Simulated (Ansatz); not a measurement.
# CH$_{3}$BCu (charge +1): what the fields show

Input

```
crystal:
  periodic: [false, false, false]
  atoms:
    - {symbol: C, position_ang: [0.284979, 1.419138, -0.063342]}
    - {symbol: B, position_ang: [-0.052761, 2.741143, 0.305161]}
    - {symbol: Cu, position_ang: [1.279285, 2.343768, -1.578313]}
    - {symbol: H, position_ang: [-0.361928, 3.814222, 0.654741]}
    - {symbol: H, position_ang: [1.061520, 0.873277, 0.475747]}
    - {symbol: H, position_ang: [-0.442041, 0.780064, -0.567943]}
basis:
  gaussian:
    orbitals: def2-TZVPD
total_charge: 1
hamiltonian:
  xc: pbe0
output: {forces: true, orbitals: {seedname: orbitals}}
```

Run with:

```sh
ansatz run input.yaml --threads 2 --pin off --max-ram 4350MiB --events-out events.jsonl --progress --plain --runs-dir runs
```

Geometry: B3LYP-D4/def2-TZVP.

All numbers below come from isolated molecule in a Gaussian basis; Kohn-Sham density functional theory, functional PBE0 in Ansatz 0.2.0.

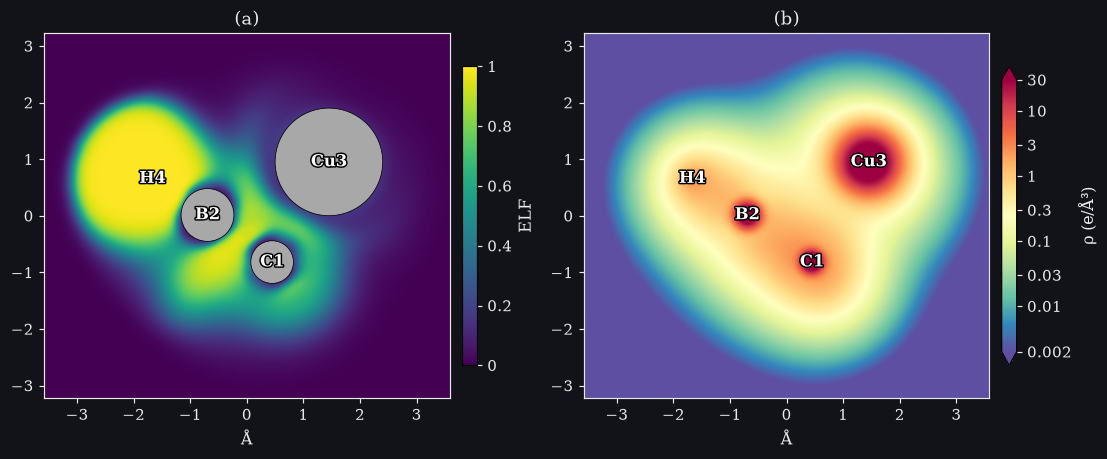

Figure 1. (a) electron localisation function; (b) electron density on the plane of atoms Cu3, B2 and H4. Grey discs cover the atomic cores in the ELF map.

Interpret the plot.

Answer.
- The plane passes through C, B, Cu and H nuclei.
- C–B (1.41 Å): ρ is about 1.8 e/Å³ halfway; the ELF peaks at about 0.95 between the atoms (localised, covalent bonding).
- C–Cu (2.03 Å): the density is about 0.59 e/Å³ at the midpoint; the ELF peaks at about 0.75 in the valence shell of C, 0.7 Å from its nucleus, and is about 0.30 at the midpoint.
- Cu–B (2.34 Å): ρ at the midpoint is about 0.4 e/Å³; the ELF peaks at about 0.80 in the valence shell of B, 0.8 Å from its nucleus, and is about 0.35 at the midpoint.
- B–H (1.17 Å): the density is about 1.4 e/Å³ at the midpoint; the ELF climbs to about 1 towards the hydrogen, as it does in any bond to H (an ordinary covalent bond to hydrogen).

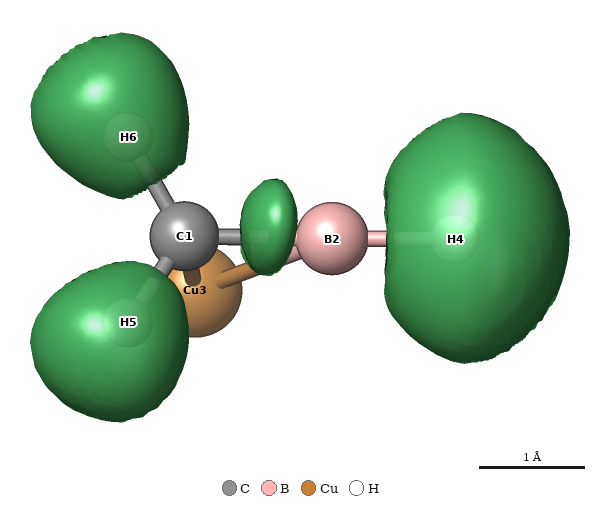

Figure 2. Isosurface of the ELF at 0.9 (green), seen from one side. Only the valence region is drawn (cores and ρ < 0.01 e/Å³ removed).

Identify the bonds, lone pairs and shells in this picture.

Answer. At this value the surface marks out one region between bonded B–C atoms (shared pairs) and three regions around hydrogen nuclei.

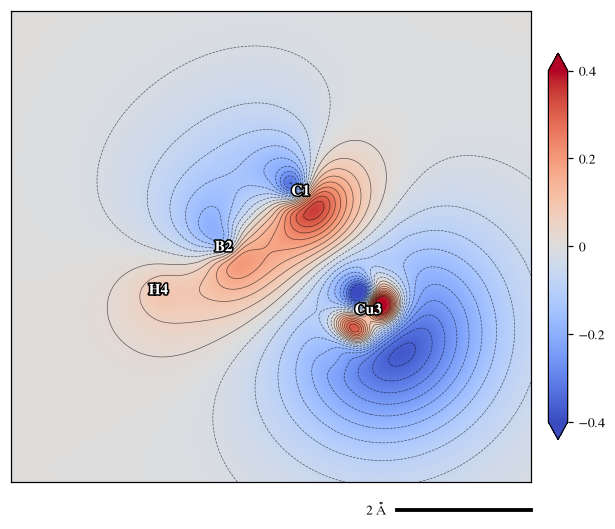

Figure 3. One frontier orbital on the plane of atoms C1, Cu3 and B2 (values in Å⁻³ᐟ²; the overall sign is arbitrary).

Which orbital is it: HOMO or LUMO?

Answer. The LUMO, at −7.42 eV. By Hirshfeld shares it lies mainly on Cu3 (about 85 %), C1 (about 10 %) and B2 (about 5 %).
